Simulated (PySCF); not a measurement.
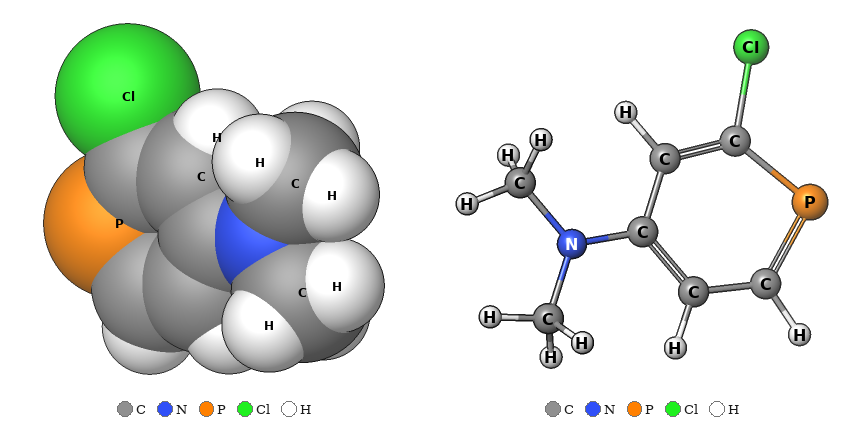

Two views of one molecule.

The computed structure is the end point of a PBE0-D3(BJ)/def2-SVP optimisation. No frequency run is at hand to confirm it as a minimum.

Describe the molecule.

It has 19 atoms: 7 carbon, 9 hydrogen, 1 chlorine, 1 nitrogen and 1 phosphorus (C7H9ClNP). Its SMILES string is `CN(C)c1ccpc(Cl)c1`. Independent rings (smallest set): 1 of 6 members, 1 of them aromatic. Among its groups: C–Cl bond. Coordination: 2 C tetrahedral; 1 N trigonal planar; 5 C trigonal planar; 1 P bent.

The parts below concern this one geometry. Atoms keep their numbers from picture to picture.

**Shape**

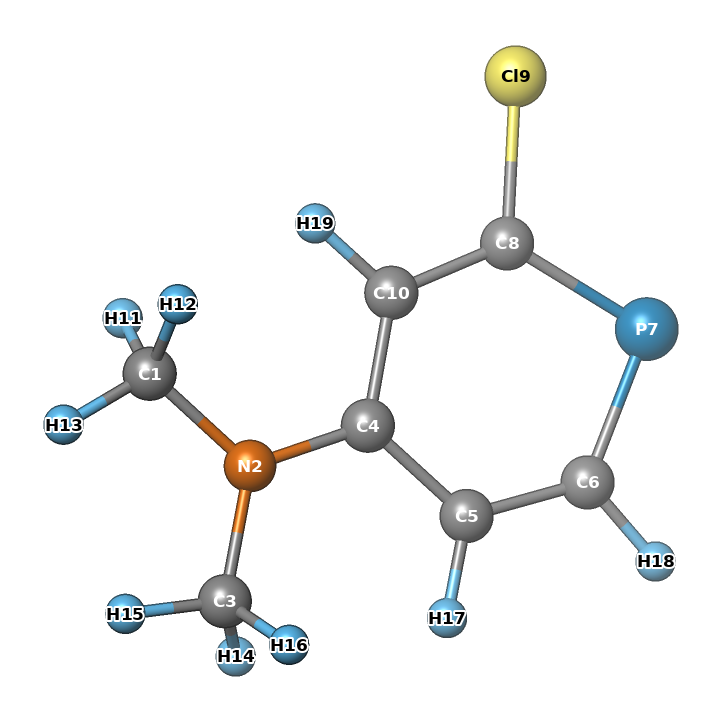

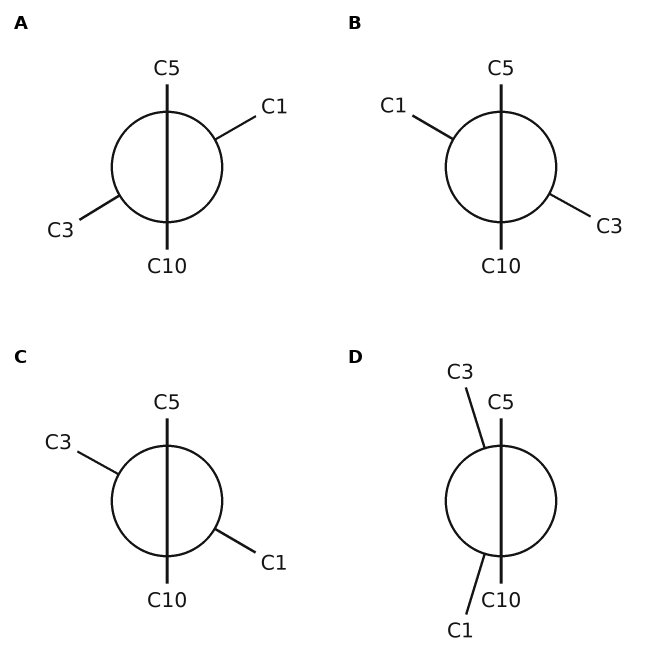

Distant atoms are faded towards the background colour. Bonds that would overlap in a projection are set slightly apart. No frequency run is at hand to confirm it as a minimum.

Which Newman projection shows the view along C4–N2, with C4 in front?

Answer. D. The torsion angle C5–C4–N2–C1 is 180°, antiperiplanar (anti).

**Electronic properties**

No frequency run is at hand to confirm it as a minimum. Level of theory: PBE0/def2-SVPD, gas phase (PySCF 2.14.0). Excitations: vertical, linear response.

Computed properties:

- dipole moment: 5.56 D
- HOMO energy (Kohn–Sham orbital): −5.85 eV
- LUMO energy (Kohn–Sham orbital): −1.11 eV
- HOMO–LUMO gap: 4.74 eV
- mean static polarisability: 139.5 bohr³
- lowest vertical singlet excitation: 4.06 eV
- its oscillator strength: 0.042
- brightest of the 10 lowest singlets: 4.36 eV
- its oscillator strength: 0.34

**NMR shielding**

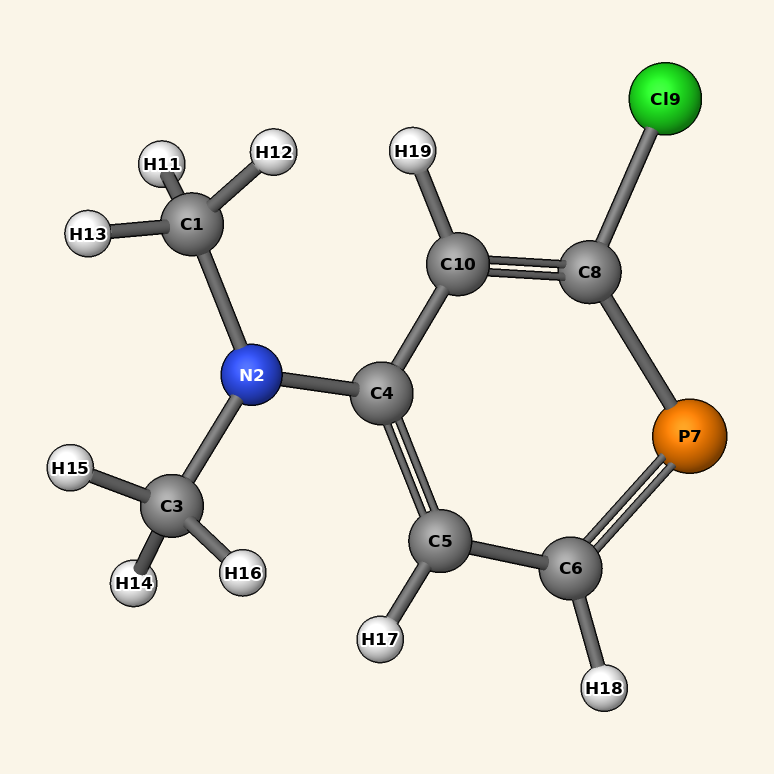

The questions are on isotropic NMR shieldings of the H atoms. No frequency run is at hand to confirm it as a minimum. Method: GIAO KT2/pcSseg-1 NMR shielding, non-relativistic, gas phase (PySCF 2.14.0).

Which H atom is the most shielded (lowest chemical shift)?

Answer. H13 (28.47 ppm).

Which H atom is the least shielded (highest chemical shift)?

Answer. H18 (23.11 ppm).

How wide is the range of H shifts?

Answer. 5.36 ppm.

Give the isotropic NMR shieldings of the H atoms atom by atom.

```tsv
atom	σ (ppm)
H11	27.99
H12	27.99
H13	28.47
H14	28.02
H15	28.45
H16	27.99
H17	24.63
H18	23.11
H19	24.37
```

**Bond orders**

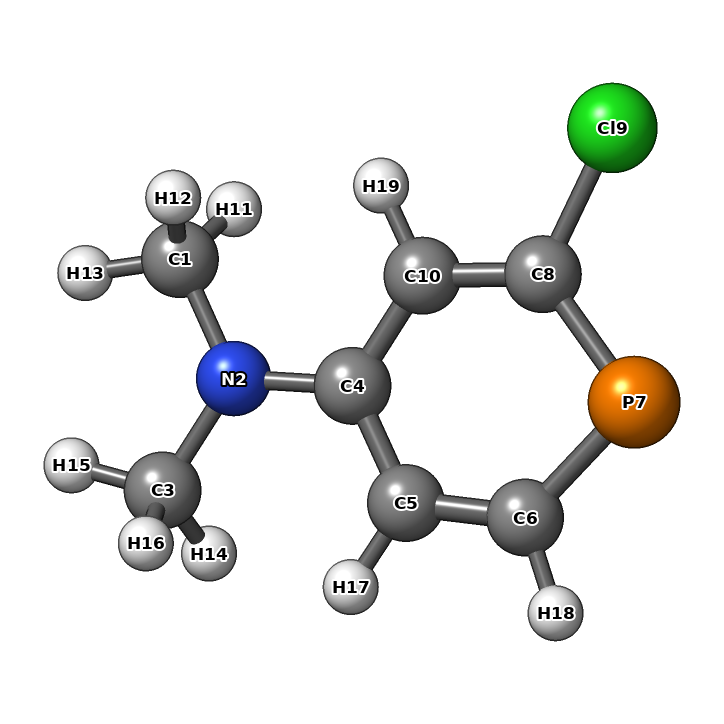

The thickness of each stick grows with its Mayer bond order. No frequency run is at hand to confirm it as a minimum. Computed with PBE0/pcSseg-1 in tetrahydrofuran (IEF-PCM) (PySCF 2.14.0).

Which bond between heavy atoms has the highest Mayer bond order?

Answer. C5–C6, 1.54, at a length of 1.383 Å.

List the Mayer bond orders of C1–N2, N2–C3, N2–C4, C4–C5, C4–C10, C5–C6, C6–P7, P7–C8, C8–Cl9, C8–C10 (bonds between heavy atoms, one of each equivalent set). Atoms whose distances differ by more than 0.02 Å in this geometry are listed apart.

```json
{"bond": "C1–N2", "Mayer order": "0.96", "length (Å)": "1.441"}
{"bond": "N2–C3", "Mayer order": "0.96", "length (Å)": "1.440"}
{"bond": "N2–C4", "Mayer order": "1.02", "length (Å)": "1.371"}
{"bond": "C4–C5", "Mayer order": "1.29", "length (Å)": "1.416"}
{"bond": "C4–C10", "Mayer order": "1.31", "length (Å)": "1.415"}
{"bond": "C5–C6", "Mayer order": "1.54", "length (Å)": "1.383"}
{"bond": "C6–P7", "Mayer order": "1.26", "length (Å)": "1.741"}
{"bond": "P7–C8", "Mayer order": "1.18", "length (Å)": "1.753"}
{"bond": "C8–Cl9", "Mayer order": "1.03", "length (Å)": "1.745"}
{"bond": "C8–C10", "Mayer order": "1.43", "length (Å)": "1.384"}
```
